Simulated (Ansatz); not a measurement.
Input file:

```
crystal:
  periodic: [false, false, false]
  atoms:
    - {symbol: Ge, position_ang: [0.257109, -0.395678, -0.003095]}
    - {symbol: Ge, position_ang: [-0.983869, 1.701593, 0.033711]}
    - {symbol: Ge, position_ang: [0.210850, -1.446609, -2.193454]}
    - {symbol: Ge, position_ang: [-0.361474, -1.855028, 1.838648]}
    - {symbol: F, position_ang: [-2.638980, 1.197501, -0.249167]}
    - {symbol: H, position_ang: [1.998648, 3.170911, 0.599984]}
    - {symbol: Cl, position_ang: [2.342024, 0.173971, 0.350518]}
    - {symbol: H, position_ang: [-0.989724, 2.411772, 1.396881]}
    - {symbol: H, position_ang: [-0.637732, 2.664490, -1.113301]}
    - {symbol: H, position_ang: [1.670715, 3.842241, 0.620695]}
    - {symbol: H, position_ang: [1.144374, -2.664998, -2.181343]}
    - {symbol: H, position_ang: [-1.225677, -1.892862, -2.503051]}
    - {symbol: H, position_ang: [0.682458, -0.436087, -3.248080]}
    - {symbol: H, position_ang: [0.574457, -3.071602, 1.846327]}
    - {symbol: H, position_ang: [-1.813891, -2.315127, 1.645309]}
    - {symbol: H, position_ang: [-0.229287, -1.084388, 3.159424]}
basis:
  gaussian: {orbitals: def2-TZVPP}
hamiltonian: {xc: pbe0, dispersion: d4}
output: {orbitals: {seedname: orbitals}}
```

Run with:

```sh
ansatz run in.yaml --threads 4 --pin off --events-out ev --progress --plain --max-ram 41984MiB --backend cuda --devices 0, --max-vram 37GiB
```

The product side of a reaction path; geometry: PBE0-D4/def2-TZVP; a saddle point, not a minimum.

Method: Ansatz, RKS PBE0-D4/def2-TZVPP.

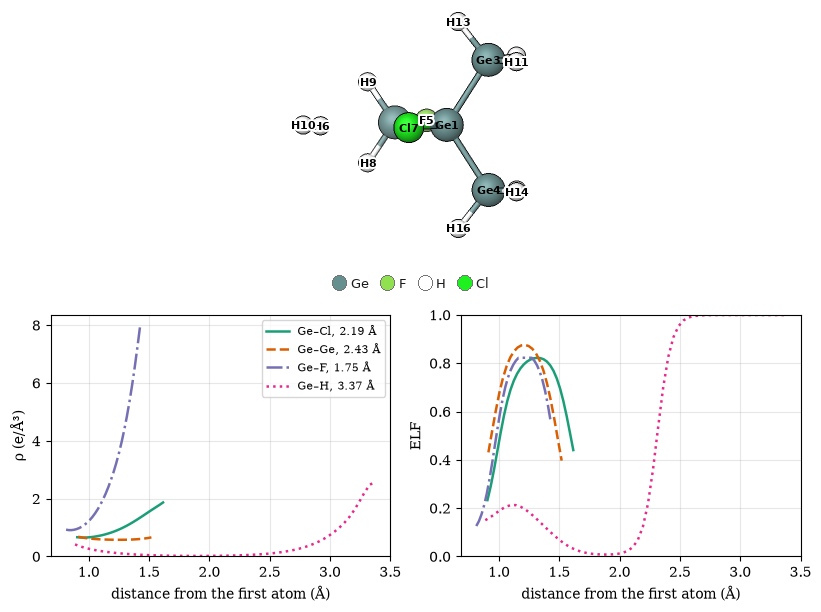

ClFGe4H8···H2. Total electron density and electron localisation function along straight lines between neighbouring atoms. The curves leave out the atomic cores. The structure is drawn too.

What can be read from the curves?

Ge–Cl (2.19 Å): ρ at the midpoint is about 0.72 e/Å³; the ELF peaks at about 0.80 in the valence shell of Cl, 0.9 Å from its nucleus, and is about 0.70 at the midpoint.
Ge–Ge (2.43 Å): ρ at the midpoint is about 0.58 e/Å³; the ELF peaks at about 0.90 between the atoms: localised, covalent bonding.
Ge–F (1.75 Å): ρ is about 0.92 e/Å³ halfway; the ELF peaks at about 0.80 in the valence shell of F, 0.6 Å from its nucleus, and is about 0.20 at the midpoint.
Ge2···H6 (3.37 Å): the density falls to about 0.02 e/Å³ on the way; the ELF dips to about 0 between them (a weak contact between the two molecules).
